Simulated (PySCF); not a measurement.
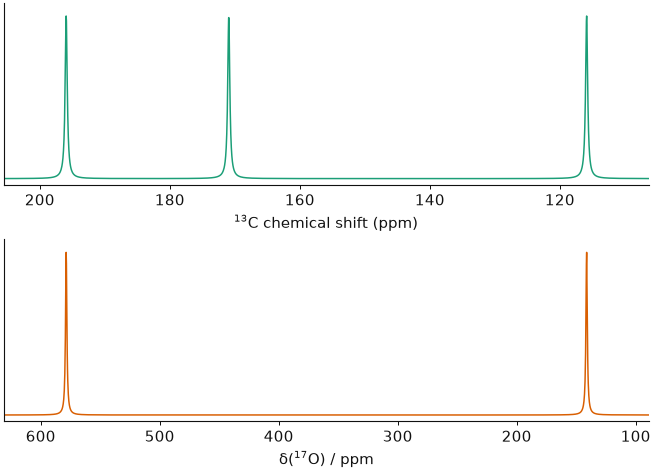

GIAO shifts, PBE0/pcSseg-1 (IEF-PCM dichloromethane), PySCF 2.14.0, at a PBE0-D3(BJ)/def2-SVP geometry (no frequency check), against TMS for ¹³C and H₂O for ¹⁷O computed at the same level (¹⁷O: a single water molecule, while the usual scale starts at liquid water and gives values some tens of ppm lower). fully decoupled, line heights follow the number of nuclei, widths are arbitrary (no quadrupolar broadening); values of one conformer, averaged over methyl-type rotors and exact or near symmetry; other conformers aren't averaged in.

Which structure fits the spectrum?
A. C₃H₇AlO₃Si, SMILES [SiH3]OC1=C[O][AlH2-][O+]=C1, singlet
B. C₃H₆AlBO₄, SMILES OB(O)C1=C[O][AlH2-][O+]=C1, singlet
C. C₃H₆O₂Si, SMILES O=C/C=C/O[SiH3]
D. C₃H₈OSi, SMILES C/C=C/O[SiH3]

Answer. Option C. Its ¹³C signals: 195.9 (1 C), 170.9 (1 C), 115.9 (1 C) ppm. Its ¹⁷O signals: 578.6 (1 O), 141.2 (1 O) ppm.
